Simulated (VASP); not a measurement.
Data:

```
CELL_PARAMETERS angstrom
      1.80642    -3.12882     0.00000
      1.80642     3.12882     0.00000
      0.00000     0.00000     5.57121
ATOMIC_POSITIONS crystal
  Y  0.33333 0.66667 0.25000
  Y  0.66667 0.33333 0.75000
```

The numbers are results of AM05 GGA, VASP's PBE PAW potentials (set 64) (plane waves; VASP), not measurements. Run with 520 eV cut-off, 13×13×8 Γ-centred mesh, tetrahedra with Blöchl corrections, potentials Y_sv.

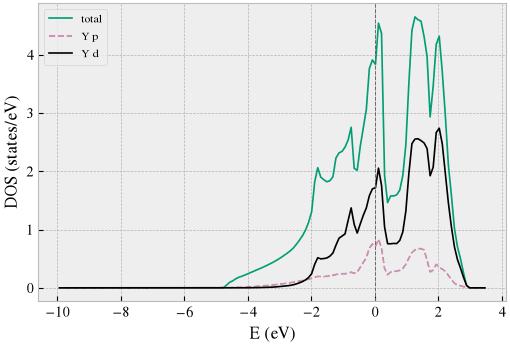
Figure. Total and projected density of states, zero at the Fermi level

Within 2 eV below the Fermi level the largest weight inside VASP's projection spheres is Y d, then Y p.

It has no gap at this level: it comes out as a metal or semimetal.

The compound is Y in the hcp structure. It was relaxed first.
